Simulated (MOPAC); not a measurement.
**Frequency calculation of CH$_{4}$AlN (part 2 of 2)**

Continued. System: CH$_{4}$AlN. Method: MNDO, closed shell (MOPAC 23.2.5). The geometry was optimised with MNDO.

Geometry of the input (Å):
```
C  -1.0450  -0.0910  -0.6595
N  0.0034  -0.3978  0.0513
Al 1.3462  0.4092  0.8205
H  -0.6440  -1.3450  -0.4380
H  -1.3301  0.8814  -1.0646
H  1.1206  1.4977  1.6826
H  2.6341  -0.1277  0.6485
```

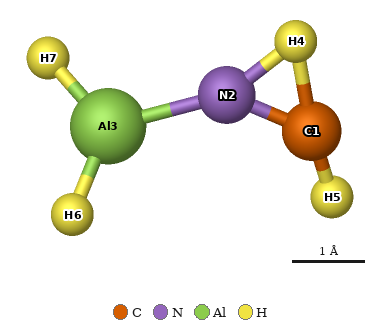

The structure (ball-and-stick view, seen on its broad side; atoms are numbered from 1 in the order of the input). Sticks mark near contacts.

## What the program printed, continued
```
                 9 A      10 A      11 A      12 A      13 A      14 A      15 A

                 880.3    1135.0    1794.0    2108.6    2117.8    2733.5    3311.7

           1    0.0521   -0.1369   -0.6564   -0.0030    0.0031    0.1390    0.2069
           2    0.0221   -0.3739   -0.0430    0.0007    0.0006   -0.1131   -0.2111
           3    0.0118   -0.0072   -0.0199    0.0003    0.0003   -0.0191    0.0175
           4    0.0343   -0.0773    0.7055   -0.0021   -0.0076   -0.1285   -0.0220
           5    0.0747    0.1804   -0.0103   -0.0026    0.0020   -0.1185   -0.0248
           6   -0.0025   -0.0078    0.0002   -0.0013    0.0033   -0.0174   -0.0011
           7   -0.2310    0.0098   -0.0344   -0.0525   -0.1293   -0.0004   -0.0007
           8   -0.2054    0.0137   -0.0084   -0.1187    0.0707    0.0030    0.0004
           9   -0.0025   -0.0071   -0.0008   -0.0758    0.1514   -0.0002   -0.0002
          10    0.0368   -0.0411   -0.0935    0.0063    0.0016   -0.1252   -0.0093
          11    0.0127   -0.0382    0.1910   -0.0084   -0.0051    0.9363    0.1054
          12   -0.0157    0.0458    0.0530   -0.0021   -0.0000    0.1246    0.0168
          13   -0.0254    0.6999   -0.1207    0.0037    0.0018    0.1152   -0.6220
          14   -0.0318    0.5511    0.0648    0.0024    0.0009   -0.1236    0.7123
          15   -0.0191    0.0291    0.0106   -0.0005    0.0010    0.0043   -0.0736
          16    0.5770    0.0267    0.0241    0.0216   -0.0208    0.0044    0.0016
          17    0.1812    0.0054   -0.0124    0.6839   -0.2474    0.0056    0.0011
          18   -0.2538   -0.0088    0.0088    0.6233   -0.2188    0.0045    0.0016
          19    0.2987    0.0242    0.0039    0.2584    0.7040    0.0067    0.0013
          20    0.5461    0.0289   -0.0133   -0.0568   -0.1238   -0.0016   -0.0001
          21    0.2702    0.0247   -0.0000   -0.2249   -0.5786   -0.0020   -0.0003

          DESCRIPTION OF VIBRATIONS

 VIBRATION          1    1A          ATOM PAIR     ENERGY CONTRIBUTION    RADIAL
 FREQUENCY         -2569.32         C 1 -- H 4         -51.5% (-93.6%)     30.2%
 TRANSITION DIPOLE   4.0219         N 2 -- H 4         -49.9% (-92.2%)     49.3%
 TRAVEL (Ang.)       0.1753         C 1 -- Al3          -0.8% (-11.7%)     23.7%
 REDUCED MASS        0.8536         C 1 -- H 5          -0.4% ( -8.1%)     46.5%
 EFFECTIVE MASS      1.5040
 FORCE CONSTANT     -3.3202

 VIBRATION          2    2A          ATOM PAIR     ENERGY CONTRIBUTION    RADIAL
 FREQUENCY           113.43         Al3 -- H 6         +26.6% (225.5%)      0.2%
 TRANSITION DIPOLE   0.1580         Al3 -- H 7         +26.5% (225.1%)      1.5%
 TRAVEL (Ang.)       0.9444         C 1 -- N 2         +15.1% (169.9%)      0.0%
 REDUCED MASS        0.6665         N 2 -- Al3         +11.2% (146.3%)      0.0%
 EFFECTIVE MASS     27.6056
 FORCE CONSTANT      0.0051

 VIBRATION          3    3A          ATOM PAIR     ENERGY CONTRIBUTION    RADIAL
 FREQUENCY           263.59         C 1 -- Al3         +23.2% (164.7%)     90.4%
 TRANSITION DIPOLE   0.1640         N 2 -- H 4         +17.0% (141.2%)     16.3%
 TRAVEL (Ang.)       0.2835         C 1 -- N 2         +16.5% (139.0%)      0.0%
 REDUCED MASS        3.1828         N 2 -- Al3         +15.3% (133.8%)      0.1%
 EFFECTIVE MASS     22.9553         C 1 -- H 5         +13.6% (126.1%)     57.0%
 FORCE CONSTANT      0.1303

 VIBRATION          4    4A          ATOM PAIR     ENERGY CONTRIBUTION    RADIAL
 FREQUENCY           352.37         N 2 -- H 4         +39.5% (100.3%)      0.4%
 TRANSITION DIPOLE   0.7497         C 1 -- H 4         +26.1% ( 81.5%)      0.7%
 TRAVEL (Ang.)       0.4739         Al3 -- H 6          +8.5% ( 46.7%)      0.0%
 REDUCED MASS        0.8523         C 1 -- N 2          +7.6% ( 43.9%)      0.3%
 EFFECTIVE MASS      3.4439
 FORCE CONSTANT      0.0623

 VIBRATION          5    5A          ATOM PAIR     ENERGY CONTRIBUTION    RADIAL
 FREQUENCY           575.11         Al3 -- H 6         +35.6% ( 77.3%)      8.3%
 TRANSITION DIPOLE   1.3291         Al3 -- H 7         +30.3% ( 71.2%)      6.5%
 TRAVEL (Ang.)       0.5331         C 1 -- H 5         +15.6% ( 51.1%)      0.0%
 REDUCED MASS        0.4125         N 2 -- Al3          +5.6% ( 30.5%)      8.0%
 EFFECTIVE MASS      3.4988
 FORCE CONSTANT      0.0804

 VIBRATION          6    6A          ATOM PAIR     ENERGY CONTRIBUTION    RADIAL
 FREQUENCY           646.00         N 2 -- Al3         +18.6% ( 71.8%)     72.9%
 TRANSITION DIPOLE   1.4428         C 1 -- Al3         +18.1% ( 70.7%)     85.3%
 TRAVEL (Ang.)       0.2529         C 1 -- H 5         +16.1% ( 66.7%)      3.3%
 REDUCED MASS        1.6323         C 1 -- H 4         +13.5% ( 61.1%)      0.8%
 EFFECTIVE MASS      7.9237         Al3 -- H 7         +12.4% ( 58.4%)     12.8%
 FORCE CONSTANT      0.4013         Al3 -- H 6         +10.7% ( 54.5%)      0.3%

 VIBRATION          7    7A          ATOM PAIR     ENERGY CONTRIBUTION    RADIAL
 FREQUENCY           687.79         N 2 -- Al3         +27.3% ( 70.7%)     73.4%
 TRANSITION DIPOLE   1.4582         C 1 -- Al3         +15.4% ( 53.0%)     82.2%
 TRAVEL (Ang.)       0.2120         N 2 -- H 4         +13.9% ( 50.5%)     69.7%
 REDUCED MASS        2.1817         Al3 -- H 7         +13.4% ( 49.5%)      5.0%
 EFFECTIVE MASS      8.6449         Al3 -- H 6         +11.9% ( 46.8%)      2.6%
 FORCE CONSTANT      0.6081

 VIBRATION          8    8A          ATOM PAIR     ENERGY CONTRIBUTION    RADIAL
 FREQUENCY           761.39         C 1 -- H 5         +35.1% ( 67.8%)      0.2%
 TRANSITION DIPOLE   0.1441         N 2 -- Al3         +17.9% ( 48.4%)     61.8%
 TRAVEL (Ang.)       0.2526         C 1 -- Al3         +13.9% ( 42.7%)     79.9%
 REDUCED MASS        1.3877         C 1 -- H 4         +10.1% ( 36.4%)      5.2%
 EFFECTIVE MASS      6.1151
 FORCE CONSTANT      0.4740

 VIBRATION          9    9A          ATOM PAIR     ENERGY CONTRIBUTION    RADIAL
 FREQUENCY           880.34         Al3 -- H 7         +44.9% ( 62.8%)      1.6%
 TRANSITION DIPOLE   1.5332         Al3 -- H 6         +41.5% ( 60.4%)      2.1%
 TRAVEL (Ang.)       0.3440         N 2 -- Al3          +6.7% ( 24.2%)     99.2%
 REDUCED MASS        0.6472         C 1 -- Al3          +5.6% ( 22.3%)     93.2%
 EFFECTIVE MASS      2.7691
 FORCE CONSTANT      0.2955

 VIBRATION         10   10A          ATOM PAIR     ENERGY CONTRIBUTION    RADIAL
 FREQUENCY          1134.95         C 1 -- H 5         +81.7% ( 95.0%)      2.5%
 TRANSITION DIPOLE   0.6292         C 1 -- Al3          +7.3% ( 28.3%)     49.2%
 TRAVEL (Ang.)       0.2489         C 1 -- N 2          +5.4% ( 24.5%)      1.1%
 REDUCED MASS        0.9590         C 1 -- H 4          +5.0% ( 23.4%)     42.5%
 EFFECTIVE MASS      2.3650
 FORCE CONSTANT      0.7278

 VIBRATION         11   11A          ATOM PAIR     ENERGY CONTRIBUTION    RADIAL
 FREQUENCY          1794.02         C 1 -- N 2         +42.7% (100.1%)     99.9%
 TRANSITION DIPOLE   2.7027         N 2 -- H 4         +13.0% ( 55.3%)      4.6%
 TRAVEL (Ang.)       0.0810         C 1 -- H 4         +13.0% ( 55.3%)      3.2%
 REDUCED MASS        5.7260         N 2 -- Al3         +11.6% ( 52.2%)     56.1%
 EFFECTIVE MASS     12.7119         C 1 -- Al3         +10.5% ( 49.5%)     87.5%
 FORCE CONSTANT     10.8582

 VIBRATION         12   12A          ATOM PAIR     ENERGY CONTRIBUTION    RADIAL
 FREQUENCY          2108.58         Al3 -- H 6         +88.1% ( 93.6%)     99.7%
 TRANSITION DIPOLE   0.7847         Al3 -- H 7         +11.6% ( 34.0%)     84.4%
 TRAVEL (Ang.)       0.2040         C 1 -- Al3          +0.2% (  3.9%)     38.9%
 REDUCED MASS        0.7681         N 2 -- Al3          +0.2% (  3.9%)     60.9%
 EFFECTIVE MASS      1.2244
 FORCE CONSTANT      2.0122

 VIBRATION         13   13A          ATOM PAIR     ENERGY CONTRIBUTION    RADIAL
 FREQUENCY          2117.82         Al3 -- H 7         +87.1% ( 94.1%)     99.9%
 TRANSITION DIPOLE   0.8565         Al3 -- H 6         +12.3% ( 35.4%)     92.9%
 TRAVEL (Ang.)       0.2012         C 1 -- Al3          +0.3% (  5.2%)     19.0%
 REDUCED MASS        0.7867         N 2 -- Al3          +0.3% (  5.2%)      5.1%
 EFFECTIVE MASS      1.4316
 FORCE CONSTANT      2.0790

 VIBRATION         14   14A          ATOM PAIR     ENERGY CONTRIBUTION    RADIAL
 FREQUENCY          2733.48         C 1 -- H 4         +49.1% ( 96.2%)     88.8%
 TRANSITION DIPOLE   1.3605         N 2 -- H 4         +47.9% ( 95.0%)     79.8%
 TRAVEL (Ang.)       0.1696         C 1 -- H 5          +1.3% ( 15.4%)      1.8%
 REDUCED MASS        0.8577         C 1 -- N 2          +1.2% ( 15.0%)    100.0%
 EFFECTIVE MASS      1.4881
 FORCE CONSTANT      3.7759

 VIBRATION         15   15A          ATOM PAIR     ENERGY CONTRIBUTION    RADIAL
 FREQUENCY          3311.69         C 1 -- H 5         +94.1% ( 99.1%)     99.7%
 TRANSITION DIPOLE   0.6923         C 1 -- H 4          +2.6% ( 16.6%)     98.6%
 TRAVEL (Ang.)       0.1497         C 1 -- N 2          +1.4% ( 11.9%)     59.9%
 REDUCED MASS        0.9084         C 1 -- Al3          +1.2% ( 11.0%)     12.4%
 EFFECTIVE MASS      1.5352
 FORCE CONSTANT      5.8699

           FORCE CONSTANT IN CARTESIAN COORDINATES (Millidynes/A)

    ATOM   CHEMICAL       X               Y               Z
   NUMBER   SYMBOL  FORCE CONSTANT  FORCE CONSTANT  FORCE CONSTANT

      1       C       13.157790        4.722880        0.822288
      2       N       14.408333        0.966400        0.743955
      3      Al        4.230591        3.479599        2.837058
      4       H       -3.296403        3.956595        0.151026
      5       H        2.981100        3.564640        0.227954
      6       H        0.256627        1.465960        1.236961
      7       H        1.588715        0.285396        1.122668

 *                    *
 * JOB ENDED NORMALLY *
 *                    *

 TOTAL JOB TIME:             0.06 SECONDS

 == MOPAC DONE ==
```

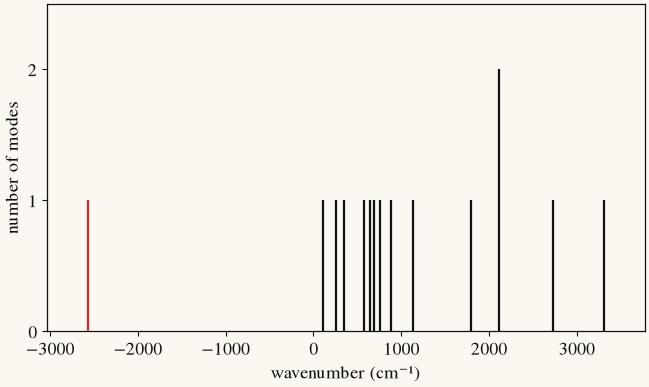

Harmonic vibrational wavenumbers from the force constants; neighbouring modes closer than 27 cm⁻¹ are counted in one stick, and imaginary ones are drawn at negative wavenumbers. 15 modes from 2569i to 3312 cm⁻¹, 1 imaginary beyond 8i (2569i cm⁻¹): a first-order saddle point, if the geometry is stationary.

## Summary

```csv
quantity,value
outcome,converged
heat of formation,113.32 kcal/mol
basis functions,16
zero-point energy,0.039824 hartree
"wavenumbers, lowest and highest",2569i and 3312 cm⁻¹
peak memory,0.12 GiB
```

MOPAC's energies along a path are heats of formation.
